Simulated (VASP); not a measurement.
## Osmium: structure and properties in VASP

Aim: relax Osmium, then compute properties on the relaxed cell. The steps: relaxing cell and atoms (PBEsol), single point with fields (PBEsol), band structure (PBEsol), density of states (PBEsol), vibrations at Γ (PBEsol), volume scan with PBEsol, fit for PBEsol and independent-particle dielectric function (PBEsol). The start is a cell from a database of measured crystal structures.

Calculated with VASP 6.6.1; PBEsol; plane waves and PAW (Os).

**1. The structure**

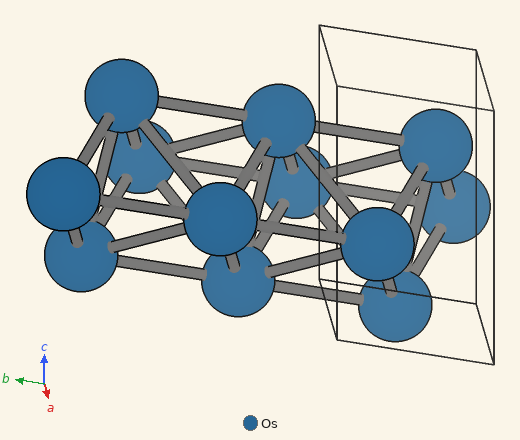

Start, viewed from a free direction; osmium blue. 2×3×1 cells are drawn.

**2. Relaxing cell and atoms (PBEsol)**

The start need not lie at this functional's minimum. ISIF = 3 frees volume, shape and positions, and EDIFFG sets the threshold on forces and stress at which the search stops. PBEsol restores the gradient expansion of exchange and is tuned for the cells of solids.

INCAR reads:

```
SYSTEM = Os
PREC = Accurate
ENCUT = 400
EDIFF = 1E-06
NELM = 100
ISMEAR = 1
SIGMA = 0.2
LREAL = .FALSE.
ALGO = Normal
GGA = PS
NBANDS = 14
LORBIT = 11
LWAVE = .FALSE.
LCHARG = .FALSE.
KPAR = 2
IBRION = 2
NSW = 60
ISIF = 3
EDIFFG = -0.01
```

POSCAR reads:

```
Os
1.0
    2.7341000000      0.0000000000      0.0000000000
   -1.3670500000      2.3678000565      0.0000000000
    0.0000000000      0.0000000000      4.3197000000
Os
2
Direct
    0.3333333333      0.6666666667      0.2500000000
    0.6666666667      0.3333333333      0.7500000000
```

KPOINTS reads:

```
Automatic mesh
0
Gamma
11 11 6
0 0 0
```

PAW data sets: Os (PBE family, release 64).

Started as:

```
> mpirun -np 2 vasp_std
```

The program printed:

```text
[banner, memory and clock lines left out]
running    2 mpi-ranks, on    1 nodes
 distrk:  each k-point on    1 cores,    2 groups
 distr:  one band on    1 cores,    1 groups

 POSCAR found type information on POSCAR Os
 POSCAR found :  1 types and       2 ions
|                                                                             |
|               ----> ADVICE to this user running VASP <----                  |
|                                                                             |
|     You enforced a specific xc type in the INCAR file but a different       |
|     [... a line on the potential file left out ...]
|     I HOPE YOU KNOW WHAT YOU ARE DOING!                                     |
|                                                                             |

 LDA part: xc-table for (Slater+PW92), standard interpolation
 POSCAR, INCAR and KPOINTS ok, starting setup
 FFT: planning ... GRIDC
 FFT: planning ... GRID_SOFT
 FFT: planning ... GRID
 WAVECAR not read
 entering main loop
       N       E                     dE             d eps       ncg     rms          rms(c)
DAV:   1     0.780058991465E+02    0.78006E+02   -0.63935E+03  1792   0.885E+02
DAV:   2    -0.221314702063E+02   -0.10014E+03   -0.88774E+02  1930   0.319E+02
DAV:   3    -0.259811790458E+02   -0.38497E+01   -0.36964E+01  2302   0.523E+01
DAV:   4    -0.260167346409E+02   -0.35556E-01   -0.34413E-01  2034   0.493E+00
DAV:   5    -0.260169705662E+02   -0.23593E-03   -0.23588E-03  2260   0.351E-01    0.244E+01
DAV:   6    -0.248146052162E+02    0.12024E+01   -0.11280E+00  2200   0.909E+00    0.109E+01
DAV:   7    -0.244759583091E+02    0.33865E+00   -0.74175E-01  2224   0.721E+00    0.556E-01
DAV:   8    -0.244697024266E+02    0.62559E-02   -0.67348E-03  1840   0.639E-01    0.363E-01
DAV:   9    -0.244666552378E+02    0.30472E-02   -0.18054E-03  2068   0.451E-01    0.489E-02
DAV:  10    -0.244666727639E+02   -0.17526E-04   -0.66039E-05  2266   0.732E-02    0.108E-02
DAV:  11    -0.244666532794E+02    0.19485E-04   -0.44427E-06  1966   0.226E-02    0.135E-03
DAV:  12    -0.244666526465E+02    0.63285E-06   -0.10787E-07  1052   0.354E-03
   1 F= -.24466653E+02 E0= -.24465772E+02  d E =-.244667E+02
 curvature:   0.00 expect dE= 0.000E+00 dE for cont linesearch  0.000E+00
 trial: gam= 0.00000 g(F)=  0.302E-48 g(S)=  0.118E-01 ort = 0.000E+00 (trialstep = 0.100E+01)
 search vector abs. value=  0.118E-01
 bond charge predicted
       N       E                     dE             d eps       ncg     rms          rms(c)
DAV:   1    -0.244892310891E+02   -0.22578E-01   -0.12177E+00  1846   0.846E+00    0.324E+00
DAV:   2    -0.244525530731E+02    0.36678E-01   -0.37425E-02  2014   0.206E+00    0.125E+00
DAV:   3    -0.244446998060E+02    0.78533E-02   -0.19095E-02  2222   0.132E+00    0.105E-01
DAV:   4    -0.244448870736E+02   -0.18727E-03   -0.34143E-04  1930   0.116E-01    0.229E-02
DAV:   5    -0.244449305323E+02   -0.43459E-04   -0.35807E-05  2354   0.507E-02    0.983E-03
DAV:   6    -0.244449368353E+02   -0.63030E-05   -0.41840E-06  1948   0.197E-02    0.422E-03
DAV:   7    -0.244449366911E+02    0.14420E-06   -0.17229E-07  1094   0.388E-03
   2 F= -.24444937E+02 E0= -.24444229E+02  d E =0.217160E-01
 trial-energy change:    0.021716  1 .order    0.022144   -0.011762    0.056050
 step:   0.1790(harm=  0.1735)  dis= 0.00000  next Energy=   -24.467708 (dE=-0.106E-02)
 bond charge predicted
       N       E                     dE             d eps       ncg     rms          rms(c)
DAV:   1    -0.244979335485E+02   -0.52997E-01   -0.81432E-01  1858   0.683E+00    0.258E+00
DAV:   2    -0.244726703702E+02    0.25263E-01   -0.26040E-02  2002   0.168E+00    0.103E+00
DAV:   3    -0.244675880205E+02    0.50823E-02   -0.12976E-02  2216   0.107E+00    0.697E-02
DAV:   4    -0.244677089026E+02   -0.12088E-03   -0.26975E-04  1906   0.995E-02    0.225E-02
DAV:   5    -0.244677267547E+02   -0.17852E-04   -0.17886E-05  2370   0.356E-02    0.753E-03
DAV:   6    -0.244677289442E+02   -0.21895E-05   -0.16642E-06  1694   0.128E-02    0.246E-03
DAV:   7    -0.244677290265E+02   -0.82312E-07   -0.81204E-08   968   0.266E-03
   3 F= -.24467729E+02 E0= -.24466879E+02  d E =-.107638E-02
 curvature:  -0.09 expect dE=-0.101E-05 dE for cont linesearch -0.481E-07
 trial: gam=-0.00588 g(F)=  0.161E-48 g(S)=  0.116E-04 ort = 0.807E-04 (trialstep = 0.836E+00)
 search vector abs. value=  0.111E-04
 reached required accuracy - stopping structural energy minimisation
```

Wall time 16 s (2 MPI ranks of AMD EPYC 7R43, shared host); peak memory 0.23 GiB.

Lines that name or quote the potential files are left out of all logs, and their timing lines are given in words.

Parts of OUTCAR (step 2):

```text
ion  position               nearest neighbor table
   1  0.333  0.667  0.250-   2 2.68   2 2.68   2 2.68   2 2.68   2 2.68   2 2.68
   2  0.667  0.333  0.750-   1 2.68   1 2.68   1 2.68   1 2.68   1 2.68   1 2.68

  LATTYP: Found a hexagonal cell.
 ALAT       =     2.7341000000
 C/A-ratio  =     1.5799348963

 Subroutine GETGRP returns: Found 24 space group operations
 (whereof 12 operations were pure point group operations)

The static configuration has the point symmetry D_3d.
 The point group associated with its full space group is D_6h.

 Found     64 irreducible k-points:

   k-points           NKPTS =     64   k-points in BZ     NKDIM =     64   number of bands    NBANDS=     14

   dimension x,y,z NGX =    18 NGY =   18 NGZ =   28
   dimension x,y,z NGXF=    36 NGYF=   36 NGZF=   56

   ENCUT  =  400.0 eV  29.40 Ry    5.42 a.u.   4.46  4.46  7.04*2*pi/ulx,y,z

   NELECT =      16.0000    total number of electrons

 k-points in reciprocal lattice and weights: Automatic mesh
   0.00000000  0.00000000  0.00000000       0.001
   0.09090909  0.00000000  0.00000000       0.008
   0.18181818  0.00000000  0.00000000       0.008
   0.27272727 -0.00000000  0.00000000       0.008
   0.36363636 -0.00000000  0.00000000       0.008
   0.45454545  0.00000000  0.00000000       0.008
   0.09090909  0.09090909  0.00000000       0.008
   0.18181818  0.09090909  0.00000000       0.017
   0.27272727  0.09090909  0.00000000       0.017
[...]
0.27272727  0.27272727  0.50000000       0.008
   0.36363636  0.27272727  0.50000000       0.008

 average (electrostatic) potential at core
       1 -43.0171       2 -43.0171

 E-fermi :   9.3419

 k-point     1 :       0.0000    0.0000    0.0000
  band No.  band energies     occupation
    ...
      6       7.1552      2.00000
      7       7.1552      2.00000
      8       7.8152      2.00000
      9       7.8152      2.00000
     10       9.3864      0.63327
     11      11.1016     -0.00000
     12      11.1016     -0.00000
     13      18.5004      0.00000
     14      23.4283      0.00000

 k-point     2 :       0.0909    0.0000    0.0000
  band No.  band energies     occupation
    ...
      6       7.0756      2.00000
      7       7.3307      2.00000
      8       7.4326      2.00000
      9       7.5820      2.00000
     10       8.3315      2.00000
     11      11.2626     -0.00000
     12      12.7306     -0.00000
     13      18.4700      0.00000
     14      24.1114      0.00000

 k-point     3 :       0.1818    0.0000    0.0000
  band No.  band energies     occupation
    ...
      6       7.0570      2.00000
      7       7.4585      2.00000
      8       7.7350      2.00000
      9       7.8219      2.00000
     10       8.2284      2.00000
     11      11.5891     -0.00000
     12      15.1314      0.00000
     13      18.2856      0.00000
     14      25.2079      0.00000

  Total       -0.0115306     -0.0115306      0.0146525     -0.0000000      0.0000000      0.0000000
  in kB       -0.6640793     -0.6640793      0.8438789     -0.0000000      0.0000000      0.0000000
  external PRESSURE =      -0.1614266 kB  Pullay stress =       0.0000000 kB

  energy-cutoff  :      400.00
  volume of cell :       27.82
      direct lattice vectors                 reciprocal lattice vectors
     2.729349743 -0.000000000  0.000000000     0.366387636  0.211534000 -0.000000000
    -1.364674871  2.363686213  0.000000000     0.000000000  0.423068001 -0.000000000
     0.000000000  0.000000000  4.312149240     0.000000000  0.000000000  0.231902920

 POSITION                                       TOTAL-FORCE (eV/Angst)
 -----------------------------------------------------------------------------------
     -0.00000      1.57579      1.07804         0.000000      0.000000      0.000000
      1.36467      0.78790      3.23411        -0.000000      0.000000      0.000000
 -----------------------------------------------------------------------------------
    total drift:                               -0.000000      0.000000     -0.000000

  FREE ENERGIE OF THE ION-ELECTRON SYSTEM (eV)
  ---------------------------------------------------
  free  energy   TOTEN  =       -24.4677290265 eV

  energy  without entropy=      -24.4651787428  energy(sigma->0) =      -24.46687893

 reached required accuracy - stopping structural energy minimisation

 total charge
# of ion       s       p       d       tot
------------------------------------------
    1        0.665   0.797   6.045   7.506
    2        0.665   0.797   6.045   7.506
--------------------------------------------------
tot          1.330   1.593  12.089  15.012

[... 3 further parts left out ...]
```

The k-mesh is coarse for a metal. The PAW data sets were made with PBE, which is usual practice but a small mismatch for other functionals. The run keeps the 24 symmetry operations of its start, so it cannot find a distortion of lower symmetry.

Relaxation path:

```csv
step,energy less that of the first step (eV),largest force (eV/Å),pressure (GPa),volume (Å³)
1,0.0000,0.0000,-2.31,27.96
2,0.0217,0.0000,11.33,27.16
3,-0.0011,0.0000,-0.02,27.82
```

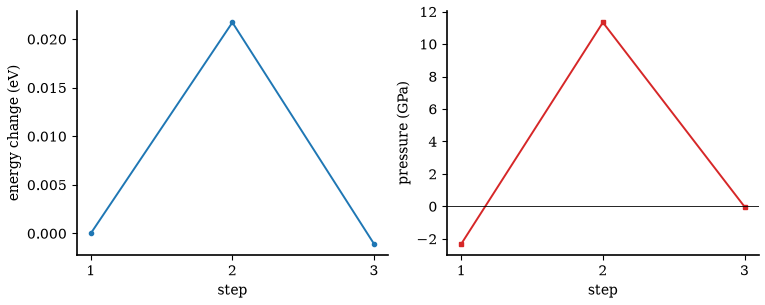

Energy and pressure along the relaxation.

```csv
"conventional cell, symmetrised",before,after,change
a (Å),2.734,2.729,-0.2 %
b (Å),2.734,2.729,-0.2 %
c (Å),4.320,4.312,-0.2 %
volume (Å³/atom),13.98,13.91,-0.5 %
```

The relaxed structure:

```xyz
2
Lattice="2.7293 0.0000 0.0000 -1.3647 2.3637 0.0000 0.0000 0.0000 4.3121" Properties=species:S:1:pos:R:3 pbc="T T T"
Os    0.0000    1.5758    1.0780
Os    1.3647    0.7879    3.2341
```

This step gave:

| Item | Value |
| --- | --- |
| electrons | 16 |
| bands | 14 |
| irreducible k-points | 64 |
| symmetry operations | 24 |
| free energy (TOTEN) | -24.47 eV |
| energy at zero smearing | -24.47 eV |
| Fermi energy | 9.342 eV |
| pressure | -0.01614 GPa |
| metallic | yes |
| SCF cycles over all ionic steps | 26 |

It ends with forces that vanish by symmetry and a pressure of -0.02 GPa. The volume lies -0.5 % from that of the database's start, which holds the thermal and zero-point expansion of its experiment.

**3. Single point with fields (PBEsol)**

The relaxed cell gets a fresh self-consistent run, on a basis set for its own volume, to fix the density and to check the remaining stress.

INCAR: that of step 2 with these lines changed.

```diff
@@ -13,7 +13,5 @@
 LWAVE = .FALSE.
-LCHARG = .FALSE.
-KPAR = 2
-IBRION = 2
-NSW = 60
-ISIF = 3
-EDIFFG = -0.01
+LCHARG = .TRUE.
+ISIF = 2
+LELF = .TRUE.
+LVHAR = .TRUE.
```

POSCAR reads:

```
Os
1.0
    2.7293497425      0.0000000000      0.0000000000
   -1.3646748713      2.3636862129      0.0000000000
    0.0000000000      0.0000000000      4.3121492396
Os
2
Direct
    0.3333333333      0.6666666667      0.2500000000
    0.6666666667      0.3333333333      0.7500000000
```

KPOINTS is that of step 2.

Started as:

```
> mpirun -np 2 vasp_std
```

The program printed:

```text
[banner, memory and clock lines left out]
running    2 mpi-ranks, on    1 nodes
 distrk:  each k-point on    2 cores,    1 groups
 distr:  one band on    1 cores,    2 groups

 POSCAR found type information on POSCAR Os
 POSCAR found :  1 types and       2 ions
 [... a notice as in an earlier step ...]

 LDA part: xc-table for (Slater+PW92), standard interpolation
 POSCAR, INCAR and KPOINTS ok, starting setup
 FFT: planning ... GRIDC
 FFT: planning ... GRID_SOFT
 FFT: planning ... GRID
 WAVECAR not read
 entering main loop
       N       E                     dE             d eps       ncg     rms          rms(c)
DAV:   1     0.783562369444E+02    0.78356E+02   -0.64952E+03  1808   0.889E+02
DAV:   2    -0.221597846060E+02   -0.10052E+03   -0.89074E+02  1870   0.316E+02
DAV:   3    -0.259722951764E+02   -0.38125E+01   -0.36784E+01  2338   0.523E+01
DAV:   4    -0.260086199751E+02   -0.36325E-01   -0.35856E-01  1960   0.506E+00
DAV:   5    -0.260088541029E+02   -0.23413E-03   -0.23390E-03  2290   0.367E-01    0.247E+01
DAV:   6    -0.248167166971E+02    0.11921E+01   -0.11048E+00  2188   0.900E+00    0.111E+01
DAV:   7    -0.244769322933E+02    0.33978E+00   -0.73763E-01  2230   0.719E+00    0.566E-01
DAV:   8    -0.244706402660E+02    0.62920E-02   -0.67070E-03  1834   0.642E-01    0.367E-01
DAV:   9    -0.244676421250E+02    0.29981E-02   -0.18173E-03  2074   0.453E-01    0.482E-02
DAV:  10    -0.244676593234E+02   -0.17198E-04   -0.65856E-05  2280   0.728E-02    0.105E-02
DAV:  11    -0.244676398893E+02    0.19434E-04   -0.44275E-06  1972   0.228E-02    0.138E-03
DAV:  12    -0.244676392409E+02    0.64837E-06   -0.10627E-07  1046   0.350E-03
   1 F= -.24467639E+02 E0= -.24466789E+02  d E =-.255091E-02
```

Wall time 8.4 s (2 MPI ranks); peak memory 0.18 GiB.

OUTCAR, selected parts (step 3):

```text
  LATTYP: Found a hexagonal cell.
 ALAT       =     2.7293497425
 C/A-ratio  =     1.5799181660

 Found     64 irreducible k-points:

   ENCUT  =  400.0 eV  29.40 Ry    5.42 a.u.   4.45  4.45  7.03*2*pi/ulx,y,z

   NELECT =      16.0000    total number of electrons

 E-fermi :   9.3419

 k-point     1 :       0.0000    0.0000    0.0000
  band No.  band energies     occupation
    ...
      6       7.1553      2.00000
      7       7.1553      2.00000
      8       7.8151      2.00000
      9       7.8151      2.00000
     10       9.3865      0.63305
     11      11.1016     -0.00000
     12      11.1016     -0.00000
     13      18.5004      0.00000
     14      23.4283      0.00000

 k-point     2 :       0.0909    0.0000    0.0000
  band No.  band energies     occupation
    ...
      6       7.0756      2.00000
      7       7.3307      2.00000
      8       7.4327      2.00000
      9       7.5820      2.00000
     10       8.3315      2.00000
     11      11.2626     -0.00000
     12      12.7307     -0.00000
     13      18.4700      0.00000
     14      24.1114      0.00000

  Total       -0.0124744     -0.0124744      0.0128665      0.0000000      0.0000000      0.0000000
  in kB       -0.7184325     -0.7184325      0.7410158      0.0000000      0.0000000      0.0000000
  external PRESSURE =      -0.2319497 kB  Pullay stress =       0.0000000 kB

  energy-cutoff  :      400.00
  volume of cell :       27.82
      direct lattice vectors                 reciprocal lattice vectors
     2.729349743  0.000000000  0.000000000     0.366387636  0.211534000  0.000000000
    -1.364674871  2.363686213  0.000000000     0.000000000  0.423068001  0.000000000
     0.000000000  0.000000000  4.312149240     0.000000000  0.000000000  0.231902920

 POSITION                                       TOTAL-FORCE (eV/Angst)
 -----------------------------------------------------------------------------------
     -0.00000      1.57579      1.07804        -0.000000      0.000000      0.000000
      1.36467      0.78790      3.23411         0.000000     -0.000000      0.000000
 -----------------------------------------------------------------------------------
    total drift:                               -0.000000      0.000000     -0.000000

  FREE ENERGIE OF THE ION-ELECTRON SYSTEM (eV)
  ---------------------------------------------------
  free  energy   TOTEN  =       -24.4676392409 eV

  energy  without entropy=      -24.4650883284  energy(sigma->0) =      -24.46678894

[... 5 parts as in an earlier step ...]

[... 7 further parts left out ...]
```

Numbers from this step:

| Item | Value |
| --- | --- |
| SCF cycles | 12 |
| pressure | -0.02319 GPa |

Valence electrons inside each PAW sphere by angular momentum. Sphere charges, by row:

```csv
atom,s (e),p (e),d (e),tot (e)
Os1,0.665,0.797,6.045,7.506
Os2,0.665,0.797,6.045,7.506
```

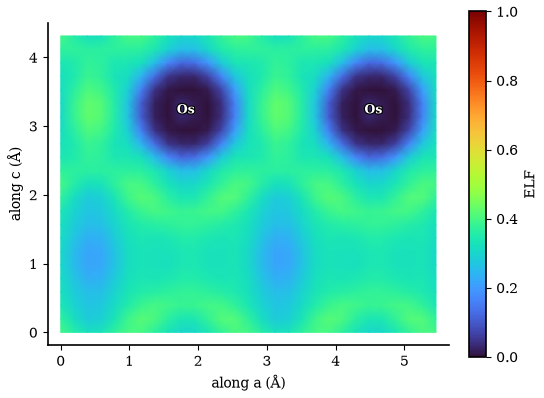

ELF in the ac plane at fractional y = 0.333, with atoms of Os within 0.2 Å of it. It is the smooth field of the valence electrons, not physical close to the nuclei.

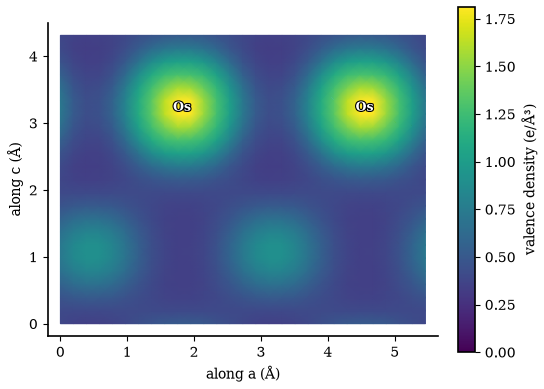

Valence density in the ac plane at fractional y = 0.333, with atoms of Os within 0.2 Å of it. It is the smooth field of the valence electrons, not physical close to the nuclei.

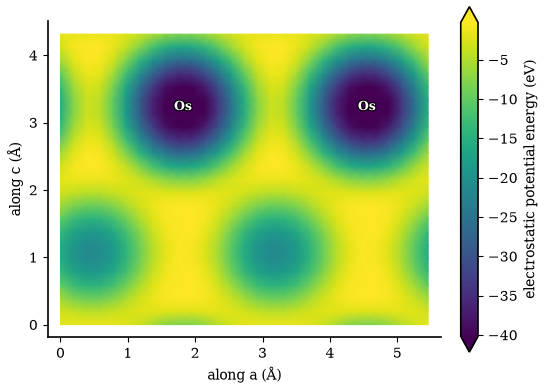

Electrostatic potential energy in the ac plane at fractional y = 0.333, with atoms of Os within 0.2 Å of it. With pseudopotentials it is smooth inside the atoms' cores, unlike the true potential.

In this run the pressure is -0.02 GPa, small enough to go on.

[end of part 1 of 4]

[Lines on the potential files, build, host, timing and source positions are cut from VASP's logs without a mark.]

[Logs are printed without paths, hosts, clocks, repeated set-up lines and the standing remarks that a program may print on its own settings, such as how far it seeks lower states.]

[Hosts, paths, dates, database ids (printed as entryN), source tags and the programs' standing remarks are cut or masked in the printed files.]

[A measured line is paired with the nearest computed mode of its activity, which favours agreement.]
